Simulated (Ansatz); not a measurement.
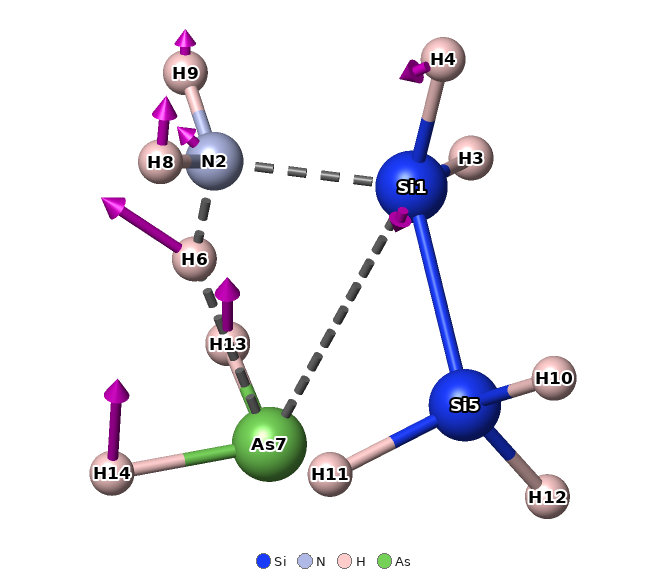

The arrows show one normal mode. Broken sticks mark bonds that form or break. Harmonic vibrations computed with RKS PBE0-D4/def2-TZVP (Ansatz 0.2.0) at a stationary point of the same level. It is a saddle point of order 1.

Estimate its harmonic wavenumber.

156i cm⁻¹; it is mode 1 of 36 counted from the lowest. It is the reaction coordinate: Si1–As7 forms (3.31 Å), N2–H6 forms (1.10 Å), Si1–N2 breaks (1.86 Å), H6–As7 breaks (2.18 Å), or the reverse.
